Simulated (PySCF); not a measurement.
SMILES [OH][In]([OH])[O][SiH3] (H5InO3Si), singlet at its PBE0/def2-SVP optimised geometry (Å):

```
10

In    -0.5018     0.7967     1.1618
O     -1.5419     2.3614     0.5171
H     -1.4746     3.1154     1.1144
O      0.5830     0.6639     2.8267
H      0.5755     1.4794     3.3410
O     -0.5699    -0.8003     0.0000
Si     0.0432    -2.3353     0.0000
H      1.5419    -2.3353     0.0000
H     -0.4280    -3.0405    -1.2300
H     -0.4129    -3.1154     1.1958
```

Level of theory: PBE0/def2-TZVP, def2 effective core potentials past Kr (PySCF 2.14.0). The core electrons that the potentials of In replace are not part of the density. Cells within 0.4 Å of a nucleus heavier than hydrogen are left out (blank, or x).

Map of the log10 of the electron density (e/bohr³), floored at −4 on the plane z = 0.6 Å:

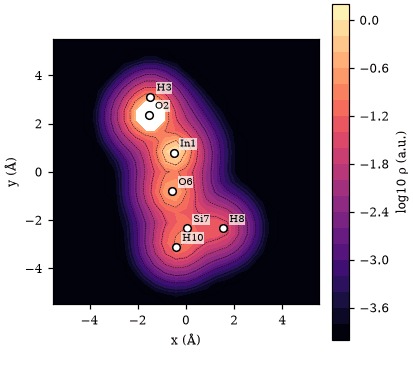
Log10 of the electron density (e/bohr³), floored at −4 on the plane z = 0.6 Å.
